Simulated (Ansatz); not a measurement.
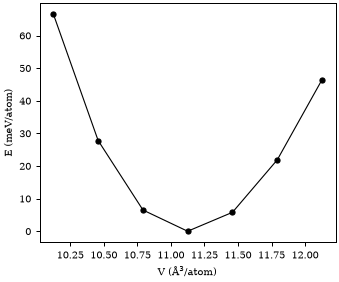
Figure: FeNi3 (Cu3Au type, Pm-3m) under volume change, PBE (plane waves, PAW; program Ansatz), scaled uniformly.

Task: What does a third-order Birch–Murnaghan fit give for V₀, B₀ and B′?

Result: V₀ = 11.13 Å³/atom, B₀ = 196 GPa, B′ = 4.9.

The cell was relaxed with PBE under the symmetry of its start. The final state is ferromagnetic, chosen from 5 collinear starts compared on coarse meshes (ties went to the first, and starts can fall back to one state), not a proven ground state. Textbook magnetic order: ferromagnetic.

Potentials: the later of the program's two PAW sets.
